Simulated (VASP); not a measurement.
Data:

```
CELL_PARAMETERS angstrom
      0.00000     2.98128     2.98128
      2.98128     0.00000     2.98128
      2.98128     2.98128     0.00000
ATOMIC_POSITIONS crystal
  Li 0.25000 0.25000 0.25000
  Li 0.75000 0.75000 0.75000
  Se 0.00000 0.00000 0.00000
```

Computed with SCAN meta-GGA, VASP's PBE PAW potentials (set 64) (plane waves; VASP). Run with 520 eV cut-off, 9×9×9 Γ-centred mesh, tetrahedra with Blöchl corrections, potentials Li_sv Se.

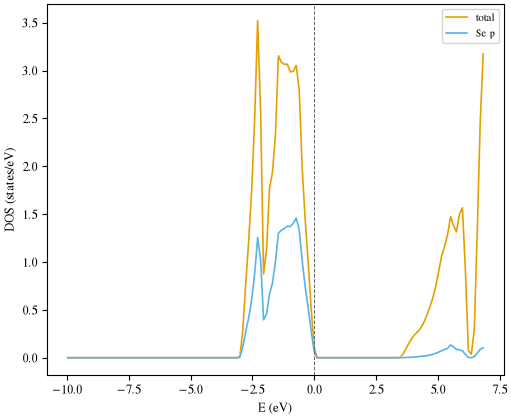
Fig. 1. Total and projected density of states, zero at the valence-band maximum

Within 2 eV below the valence-band maximum the largest weight inside VASP's projection spheres is Se p.

The gap is indirect, 3.44 eV, from the valence maximum at Γ to the conduction minimum at X.

The compound is Li2Se in the antifluorite structure. It was relaxed first.
